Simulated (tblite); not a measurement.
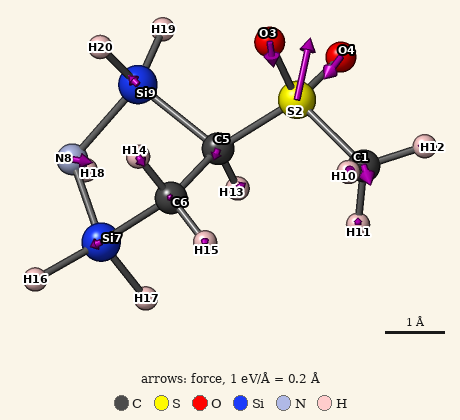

Starting geometry of C3H11NO2SSi2 with the computed forces as purple arrows. Style: ball-and-stick. Shown at a tilt.

Theory: GFN2-xTB geometry optimisation, gas phase in tblite 0.8.0. 

### Is this structure relaxed? If not, where do the atoms go?

It isn't relaxed: the largest force vector, on S2, is 5.63 eV/Å. The final displacements have little in common with the starting forces (cosine between the two patterns 0.17). The energy falls by 32.8 kcal/mol in 136 geometry steps. The atom that moves furthest after the best rigid fit is H18 (1.22 Å). By element the largest moves are H 1.22 Å, O 0.77 Å, C 0.50 Å, Si 0.50 Å, S 0.29 Å, N 0.26 Å. Some distances before and after: S2–O4 1.516 → 1.442 Å, N8–Si9 1.810 → 1.737 Å, C1–S2 1.761 → 1.827 Å, Si7–N8 1.792 → 1.737 Å. Bond angles that change, for instance: Si7–N8–Si9 101.4° → 119.4°, S2–C5–Si9 115.5° → 101.7°, C6–C5–Si9 99.1° → 112.3°. Groups turn about C5–Si9 by about 40°, C1–S2 by about 35°, C5–C6 by about 35°. Cost: 2.6 s on 1 thread of Intel(R) Xeon(R) Platinum 8259CL CPU @ 2.50GHz (shared host).
